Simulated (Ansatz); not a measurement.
# A computed series for Ta: response to strain

The reference is Ta in the bcc (W type) structure (space group Im-3m, No. 229; a = 3.254 Å; relaxed with 0.1 eV smearing).

Strains are applied to the cell and any free atomic positions relax.

Calculations: plane-wave PAW DFT at the LDA level (Ansatz, a quantum-chemistry and plane-wave program, 420 eV), spin-orbit coupling left out.

Notes on the quantities. energy relative to the base: free energy F.

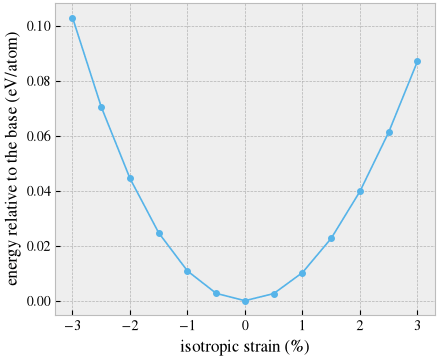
Figure: Energy relative to the base against isotropic strain

| isotropic strain (%) | energy relative to the base |
|---|---|
| -3 | +103 meV/atom |
| -2.5 | +70 meV/atom |
| -2 | +44 meV/atom |
| -1.5 | +25 meV/atom |
| -1 | +11 meV/atom |
| -0.5 | +2.7 meV/atom |
| 0.5 | +2.6 meV/atom |
| 1 | +10 meV/atom |
| 1.5 | +23 meV/atom |
| 2 | +40 meV/atom |
| 2.5 | +61 meV/atom |
| 3 | +87 meV/atom |

Whether these cells are dynamically stable was not tested. The final runs are not spin-polarised.
